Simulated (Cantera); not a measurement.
A closed system holds: 1 mol Si3N4, 0.017 mol CO2, 2.7 mol H2, at 0.880 Pa.

Cantera equilibrium calculation (NASA polynomials, part measured and part estimated; ideal gas, pure solids and liquids). Candidate condensed phases: C, C6H6, C7H8, C8H18, H2O, Si, SiC, SiO2, Si2N2O, Si3N4; 151 gas species. Mutual solubility and eutectic melting of coexisting phases are not modelled. The tables' values for SiN are old estimates; treat these amounts as uncertain. Rates play no part.

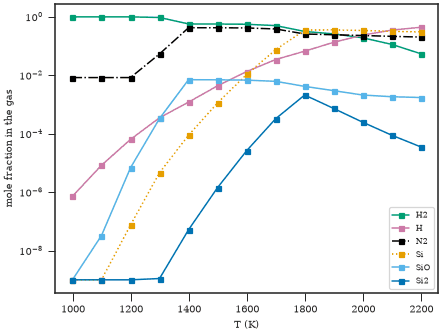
Figure. Equilibrium gas composition (values under 1e-9 drawn at 1e-9)

From 998 K to 1198 K the condensed part is SiC(s) + Si2N2O(s) + Si3N4(s). At 1298 K the condensed part is Si(s) + SiC(s) + Si2N2O(s) + Si3N4(s). From 1398 K to 1598 K the condensed part is Si(s) + SiC(s). At 1698 K the condensed part is Si(l) + SiC(s). At 1798 K the condensed part is Si(l). From 1898 K to 2198 K nothing is condensed.
